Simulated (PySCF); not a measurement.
Vertical excitations of a molecule C₃H₁₁NSi₂ from PySCF 2.14.0 with TDA-PBE0/def2-SVPD, as energy in eV (oscillator strength): 6.02 (0.055), 6.25 (0.017), 6.48 (0.003), 6.69 (0.001), 6.75 (0.047), 6.89 (0.246). Lowest triplet (TDA): 3.93 eV. Geometry: PBE0-D3(BJ)/def2-SVP. The values are those of a single conformer.

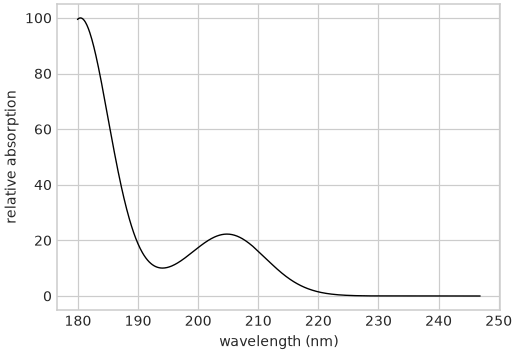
Figure: The lines broadened by 0.4 eV.

### Question
Pick the molecule that these values belong to.
(A) C[Si@@]1(N)CC[SiH2]1
(B) C/N=C(\C)[SiH2][SiH3]
(C) C=C([SiH3])C[SiH2]N
(D) [SiH3]NC1([SiH3])CC1

### Answer
C, C=C([SiH3])C[SiH2]N
